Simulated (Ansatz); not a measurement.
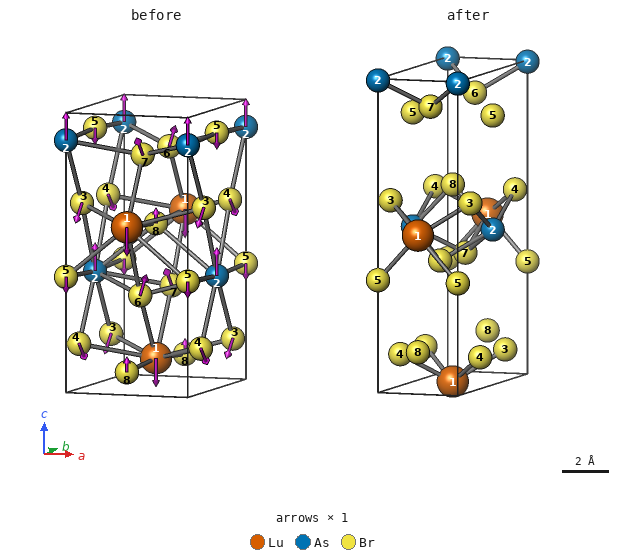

The structure of a crystal of LuAsBr6 (built on the LaYMg6-38 type type) before (left) and after (right) a relaxation, at one scale. The purple arrows give the displacements (the part carried along by the change of the cell is left out), at their true length.

The picture is a ball-and-stick view of the conventional cell (2 times the calculation's cell), seen slightly off an axis. Lengths and directions refer to the drawn axes.

The calculation used Ansatz, DFT, PBEsol, plane waves, PAW. Set-up: plane-wave cutoff 420 eV; k-point mesh 4 × 4 × 4; occupations fermi dirac; smearing width 0.03 eV; no spin polarisation; cell and atoms relaxed; force threshold 0.01 eV/Å; at most 120 steps.

**Summarise the run.**

The run was cut off at its time limit before the relaxation converged, so the last structure is only a point on the way. After 23 accepted moves (27 points after the start) the energy has fallen by 1110 meV per atom. Largest force component: 1.3 eV/Å at the start, 0.03 eV/Å at the end. Pressure: −8.36 GPa at the start and 0.03 GPa at the end. The line search rejected the trial steps at points 10, 17, 20, 22 of the run. Lu1 moves most relative to the cell: 1.29 Å along −c. By element the largest moves are Lu 1.29 Å, As 1.28 Å, Br 1.19 Å. Cell: a 5.638 → 3.695 Å (−34.5 %), b 7.564 → 9.063 Å (+19.8 %), c 12.279 → 13.777 Å (+12.2 %). Volume −11.9 %. Near-neighbour distances that change, for instance: Lu1–Br6 3.615 → 5.725 Å, As2–Br3 3.628 → 5.673 Å, As2–Br5 3.785 → 4.906 Å, Lu1–Br8 3.788 → 4.862 Å. Bonds break, among them: Lu1–Br6 (3.62 → 5.73 Å), Lu1–Br7 (3.62 → 5.73 Å). Among the angles between lasting bonds that change: Lu1–Br3–Lu1 103.9° → 83.0°, Lu1–Br5–Lu1 102.1° → 84.7°. The space group stays Amm2 (No. 38). The run took 5.7 min on 4 threads of Arm Neoverse V1, with other jobs on the host, peak memory 0.71 GiB.
